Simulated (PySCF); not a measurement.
# MP2/STO-3G (max memory mb 1860) run of BBrH2O2 (SMILES OB(O)Br)

Aim: a geometry optimisation of BBrH2O2. 

The results are computed with PySCF 2.14.0.

### Step 1. Starting point

BBrH2O2: 6 atoms, total charge 0, spin state singlet. As SMILES, `OB(O)Br`. The coordinates come from a PBE0-D4/def2-TZVP relaxation. The run starts from this shape.

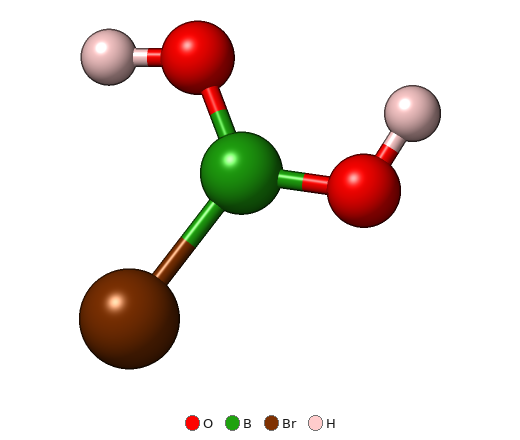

Viewed from a chosen angle; oxygen red, boron green, bromine brown, hydrogen pink.

### Step 2. A geometry optimisation at MP2/STO-3G (max memory mb 1860)

Contents of start.xyz:

```xyz
6
BBrH2O2
O      0.519800     0.855600    -0.555500
B     -0.165400    -0.158400     0.024500
O      0.328800    -0.823900     1.085700
Br    -1.897400    -0.698400    -0.652400
H      0.065300     1.251400    -1.302300
H      1.190900    -0.490300     1.353800
```

Contents of calc.py:

```python
from pyscf import gto, mp
from pyscf.geomopt.geometric_solver import kernel as optimise

system = gto.Mole()
system.atom = 'start.xyz'
system.verbose = 3
system.basis = 'sto-3g'
system.max_memory = 1860
system.build()

hf = system.RHF()
hf.conv_tol = 1e-10
hf.kernel()
if not hf.converged:
    hf = hf.newton().run(hf.mo_coeff, hf.mo_occ)
pt = mp.MP2(hf, frozen=12).run()
converged, mol_eq = optimise(pt, maxsteps=60, convergence_set='GAU_TIGHT')
print('converged:', converged)
print(mol_eq.tostring())

hf.reset(mol_eq)
system = mol_eq
hf.kernel()
if not hf.converged:
    hf = hf.newton().run(hf.mo_coeff, hf.mo_occ)
pt = mp.MP2(hf, frozen=12).run()
etot = pt.e_tot
print('E(%s) = %.9f' % ('MP2', etot))
```

On the command line:

```sh
$ OMP_NUM_THREADS=1 python calc.py
```

Q: Predict the results. Wanted: total energy at the end; dipole moment; HOMO energy; LUMO energy; HOMO–LUMO gap; correlation energy.

Answer, from the run:

At MP2/STO-3G (max memory mb 1860), 12 core orbitals frozen:

```
                                    quantity           value
                     total energy at the end  -2718.16322 Eh
        dipole moment (Hartree–Fock density)          2.22 D
         HOMO energy (Hartree–Fock orbitals)        -8.66 eV
         LUMO energy (Hartree–Fock orbitals)         8.81 eV
       HOMO–LUMO gap (Hartree–Fock orbitals)        17.48 eV
correlation energy (12 core orbitals frozen)      -132.3 mEh
```

**Reading.** At the final geometry: Bond lengths: O1–B2 1.373 Å, B2–O3 1.367 Å, B2–Br4 1.916 Å, O1–H5 1.005 Å, O3–H6 1.010 Å. Angles: O1–B2–O3 118.5°, O1–B2–Br4 123.4°, O3–B2–Br4 118.2°, B2–O1–H5 109.3°, B2–O3–H6 106.5°. The optimisation took 7 steps and changed the energy by -0.168 eV. Mulliken charges of the mean-field density run from -0.36 on O1 to +0.43 on B2.
